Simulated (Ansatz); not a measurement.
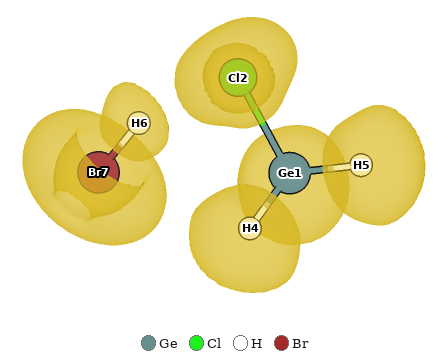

Figure 1: ClGeH3···HBr. Isosurface of the ELF at 0.75 (yellow), seen at a tilt. Only the valence region is drawn (cores and ρ < 0.01 e/Å³ removed).

Level of theory: Ansatz, RKS B3LYP-D4/def2-SVP.

Input

```
crystal:
  periodic: [false, false, false]
  atoms:
    - { symbol: Ge, position_ang: [-0.997347, 0.06289, -0.18975] }
    - { symbol: Cl, position_ang: [-0.159618, -1.804548, 0.652298] }
    - { symbol: H, position_ang: [-0.30628, 0.282285, -1.544834] }
    - { symbol: H, position_ang: [-0.698057, 1.176388, 0.825907] }
    - { symbol: H, position_ang: [-2.503551, -0.202043, -0.338831] }
    - { symbol: H, position_ang: [2.063985, -0.414025, 0.50817] }
    - { symbol: Br, position_ang: [2.600968, 0.899053, 0.086941] }
basis:
  gaussian: { orbitals: def2-SVP }
hamiltonian:
  xc: b3lyp
  dispersion: d4
relax:
  f_tol: 0.03
  max_steps: 50
output:
  orbitals: {}
```

Launched as:

```sh
ansatz run input.yaml --threads 2 --pin off --max-ram 3072MiB --backend cpu --events-out ev --progress --plain --runs-dir out
```

The fields are those of the relaxed geometry.

**Where are the electrons localised?**

The surface consists of four regions around hydrogen nuclei, one ring or bowl of non-bonding electrons around Br and one region wrapped around Cl (its valence shell). Along the contacts the grid gives the following. Cl2···H6 (2.42 Å): the ELF dips to about 0.10 between them. Ge–Cl (2.20 Å): the ELF peaks at about 0.85 in the valence shell of Cl, 0.9 Å from its nucleus, and is about 0.65 at the midpoint.
